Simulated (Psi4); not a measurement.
# MP3/def2-SVP run of GeSiH5Cl (SMILES [SiH3][GeH2][Cl])

Aim: the energy change on altering one bond length of GeSiH5Cl at MP3/def2-SVP, from 2 runs. 

The calculation is run with Psi4 1.11.

2 further runs of the same task are left out: 2 that didn't finish. Runs told in other sessions of the task aren't counted.

## Step 1: The molecule

The species is GeSiH5Cl (8 atoms), meant as a singlet with charge 0. As SMILES, `[SiH3][GeH2][Cl]`. The coordinates come from a PBE0-D4/def2-TZVP relaxation.

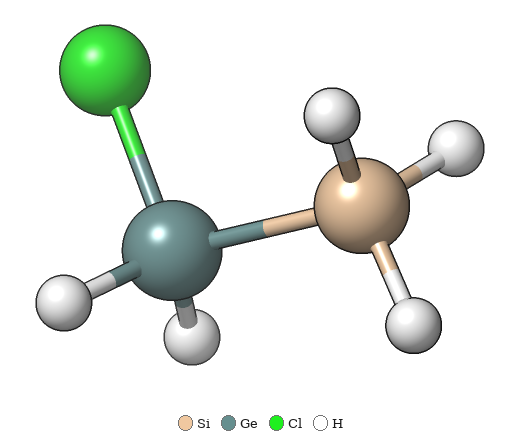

The structure, seen from a chosen angle (silicon light orange, germanium teal, chlorine green, hydrogen white).

## Step 2: The energy at MP3/def2-SVP

calc.inp

```
memory 2.2 GB

molecule system {
  Si    -0.863600     0.827300    -0.302500
  Ge     0.738300    -0.882000     0.118400
  Cl     1.963100    -0.183700     1.766200
  H     -1.744900     0.416200    -1.427300
  H     -0.149800     2.078700    -0.658900
  H     -1.678500     1.035600     0.920200
  H      1.703100    -1.135200    -1.051200
  H      0.124600    -2.213900     0.579200
  units angstrom
  symmetry c1
  no_reorient
  no_com
}

set basis def2-SVP
set reference rhf
set puream true
set e_convergence 1e-09
set d_convergence 1e-08
set scf_type pk
set num_frozen_docc 19
set mp_type conv

e_tot = energy("mp3")
```

The run is started by

```sh
$ psi4 -i calc.inp -o calc.out -n 1
```

calc.out:

```text
[...]
  Running in c1 symmetry.
[...]
  Nuclear repulsion =  338.365643184902012
[...]
  Multiplicity = 1
[...]
  Nalpha       = 34
  Nbeta        = 34
[...]
    Number of basis functions: 93
[...]
   @RHF iter   1: -2825.16999450464573   -3.28766e+00   2.23890e-02 ADIIS/DIIS
[...]
   @RHF iter  11: -2826.24774177157724   -6.36646e-12   5.12272e-09 DIIS
[...]
    Orbital Energies [Eh]
    ---------------------
    Doubly Occupied:
       1A   -405.230558     2A   -104.771681     3A    -68.769229
       4A    -52.158341     5A    -46.259965     6A    -46.258952
       7A    -46.258835     8A    -10.534801     9A     -8.009378
      10A     -8.006791    11A     -8.006787    12A     -7.215756
      13A     -6.143192    14A     -5.195824    15A     -5.192126
      16A     -5.192072    17A     -4.253277    18A     -4.252949
      19A     -4.252895    20A     -1.670733    21A     -1.667419
      22A     -1.666640    23A     -1.662619    24A     -1.661864
      25A     -1.068791    26A     -0.767076    27A     -0.687296
      28A     -0.521645    29A     -0.513608    30A     -0.492390
      31A     -0.489485    32A     -0.472511    33A     -0.434482
      34A     -0.399410
[...]
  @RHF Final Energy: -2826.24774177157724
   => Energetics <=
    Nuclear Repulsion Energy =            338.3656431849020123
    One-Electron Energy =               -4608.9480127012166122
    Two-Electron Energy =                1444.3346277447374177
    Total Energy =                      -2826.2477417715772390
[...]
 Multipole Moments:
 ------------------------------------------------------------------------------------
     Multipole            Electronic (a.u.)      Nuclear  (a.u.)        Total (a.u.)
 ------------------------------------------------------------------------------------
 L = 1.  Multiply by 2.5417464519 to convert [e a0] to [Debye]
 Dipole X            :        -82.1705835           81.5651149           -0.6054686
 Dipole Y            :         36.8679488          -37.0070736           -0.1391248
 Dipole Z            :        -53.4791832           52.8012156           -0.6779676
 Magnitude           :                                                    0.9195586
[...]
	SCS-MP2 Total Energy (a.u.)        : -2826.70652556733921
	SOS-MP2 Total Energy (a.u.)        : -2826.70259860503984
[...]
	SOS-PI-MP2 Total Energy (a.u.)     : -2826.73758759222937
[...]
	MP2 Total Energy (a.u.)            : -2826.71437949193705
[...]
	SCS-MP3 Total Energy (a.u.)        : -2826.71374090803329
[...]
	MP3 Total Energy (a.u.)            : -2826.74324085471244
[...]
```

It took 7.8 s on 1 thread of Intel Xeon 6975P-C (Granite Rapids), shared host; peak memory 0.6 GiB.

## Step 3: The distorted shape

clgeh5si.py

```python
import psi4

psi4.set_memory(2200000000)
psi4.set_num_threads(1)
psi4.core.set_output_file('clgeh5si.out', False)

molecule = psi4.geometry("""
0 1
Si    -2.54361294     1.80262109     0.53351882
Ge     0.48353934    -1.42748778     1.32890454
Cl     2.79807590    -0.10789202     4.44279525
H     -4.20902857     1.02575468    -1.59204513
H     -1.19472643     4.16742436    -0.13997957
H     -4.08355076     2.19625104     2.84408695
H      3.21839256    -2.14521710    -1.98648010
H     -0.67618558    -3.94441400     2.19969034
units bohr
symmetry c1
""")

psi4.set_options({
    'basis': 'def2-SVP',
    'puream': True,
    'e_convergence': 1e-09,
    'd_convergence': 1e-08,
    'scf_type': 'pk',
    'num_frozen_docc': 19,
    'mp_type': 'conv',
})

E = psi4.energy("mp3")
print(f'total energy {E:.8f} hartree = {E * 27.211386:.5f} eV')
```

The run is started by

```sh
$ python clgeh5si.py
```

clgeh5si.out:

```text
[...]
  Running in c1 symmetry.
[...]
  Nuclear repulsion =  333.756396873686128
[...]
  Multiplicity = 1
[...]
  Nalpha       = 34
  Nbeta        = 34
[...]
    Number of basis functions: 93
[...]
   @RHF iter   1: -2824.94567817585448   -3.38580e+00   2.26285e-02 ADIIS/DIIS
[...]
   @RHF iter  12: -2826.16608267388119   -8.64020e-12   3.54774e-09 DIIS
[...]
    Orbital Energies [Eh]
    ---------------------
    Doubly Occupied:
       1A   -405.261165     2A   -104.785920     3A    -68.782099
       4A    -52.187283     5A    -46.288912     6A    -46.288307
       7A    -46.287429     8A    -10.548796     9A     -8.023326
      10A     -8.020708    11A     -8.020644    12A     -7.243803
      13A     -6.155758    14A     -5.222963    15A     -5.220870
      16A     -5.218976    17A     -4.265943    18A     -4.265414
      19A     -4.265369    20A     -1.697753    21A     -1.695390
      22A     -1.692614    23A     -1.691111    24A     -1.689531
      25A     -1.080534    26A     -0.769907    27A     -0.677667
      28A     -0.525961    29A     -0.514118    30A     -0.499967
      31A     -0.483282    32A     -0.473222    33A     -0.422486
      34A     -0.368062
[...]
  @RHF Final Energy: -2826.16608267388119
   => Energetics <=
    Nuclear Repulsion Energy =            333.7563968736861284
    One-Electron Energy =               -4598.5743810045123610
    Two-Electron Energy =                1438.6519014569453248
    Total Energy =                      -2826.1660826738811920
[...]
 Multipole Moments:
 ------------------------------------------------------------------------------------
     Multipole            Electronic (a.u.)      Nuclear  (a.u.)        Total (a.u.)
 ------------------------------------------------------------------------------------
 L = 1.  Multiply by 2.5417464519 to convert [e a0] to [Debye]
 Dipole X            :          5.0558817           -6.0753888           -1.0195071
 Dipole Y            :         -6.5402549            6.6013950            0.0611401
 Dipole Z            :          2.2775316           -2.4651036           -0.1875720
 Magnitude           :                                                    1.0384200
[...]
	SCS-MP2 Total Energy (a.u.)        : -2826.62997951769421
	SOS-MP2 Total Energy (a.u.)        : -2826.62672399373105
[...]
	SOS-PI-MP2 Total Energy (a.u.)     : -2826.66215794141181
[...]
	MP2 Total Energy (a.u.)            : -2826.63649056562008
[...]
	SCS-MP3 Total Energy (a.u.)        : -2826.63781229196456
[...]
	MP3 Total Energy (a.u.)            : -2826.66782166270150
[...]
```

The script printed:

```text
total energy -2826.66782166 hartree = -76917.54919 eV
```

Wall time 7.5 s (1 thread of Intel Xeon 6975P-C (Granite Rapids), shared host); peak memory 0.6 GiB.

## Step 4: Summary of results

At MP3/def2-SVP, 19 core orbitals frozen:

```
                                                          quantity           value
                                         first shape: total energy  -2826.74324 Eh
                  first shape: HOMO energy (Hartree–Fock orbitals)       -10.87 eV
                  first shape: LUMO energy (Hartree–Fock orbitals)         2.90 eV
                first shape: HOMO–LUMO gap (Hartree–Fock orbitals)        13.77 eV
         first shape: correlation energy (19 core orbitals frozen)      -495.5 mEh
                                     distorted shape: total energy  -2826.66782 Eh
              distorted shape: HOMO energy (Hartree–Fock orbitals)       -10.02 eV
              distorted shape: LUMO energy (Hartree–Fock orbitals)         1.14 eV
            distorted shape: HOMO–LUMO gap (Hartree–Fock orbitals)        11.15 eV
     distorted shape: correlation energy (19 core orbitals frozen)      -501.7 mEh
energy change with the Ge2–H7 bond stretched from 1.537 to 2.306 Å        2.052 eV
```

With the Ge2–H7 bond stretched from 1.537 to 2.306 Å the energy rises by 2.05 eV (198 kJ/mol). The first shape isn't relaxed at this level, so the change isn't measured from a minimum.
